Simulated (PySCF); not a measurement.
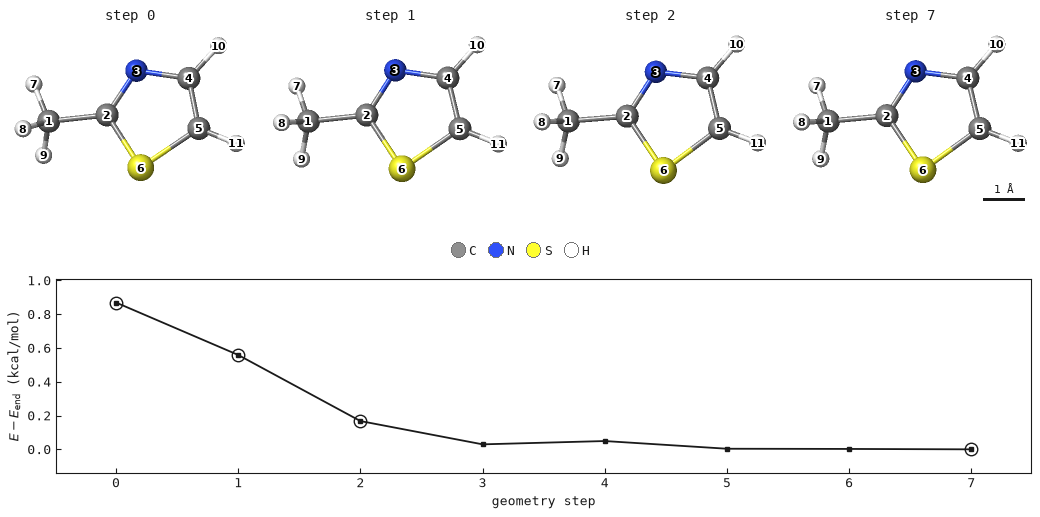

Frames of a relaxation of C₄H₅NS, marked on the history of the run. Style: ball-and-stick. Shown at a tilt.

The start comes from MMFF94s.

Computed with PySCF, PBE0-D3(BJ)/def2-SVP geometry optimisation, gas phase. 

> Describe the path.

Over 7 geometry steps the energy falls by 0.87 kcal/mol. The largest move after the best rigid fit is that of H8, 0.17 Å. By element the largest moves are H 0.17 Å, S 0.11 Å, N 0.07 Å, C 0.05 Å. Among the contacts that change: C2–S6 1.721 → 1.746 Å, C2–N3 1.316 → 1.299 Å, N3–C4 1.381 → 1.365 Å, C4–C5 1.378 → 1.367 Å. Bond angles that change, for instance: C2–C1–H7 110.4° → 108.3°. From step 0 to 1: H7 moves most (0.17 Å), energy −0.31 kcal/mol. From step 1 to 2: S6 moves most (0.09 Å), energy −0.39 kcal/mol. From step 2 to 7: S6 moves most (0.04 Å), energy −0.17 kcal/mol.

```
step  E − E(0), kcal/mol
   0                0.00
   1               -0.31
   2               -0.70
   3               -0.84
   4               -0.82
   5               -0.87
   6               -0.87
   7               -0.87
```
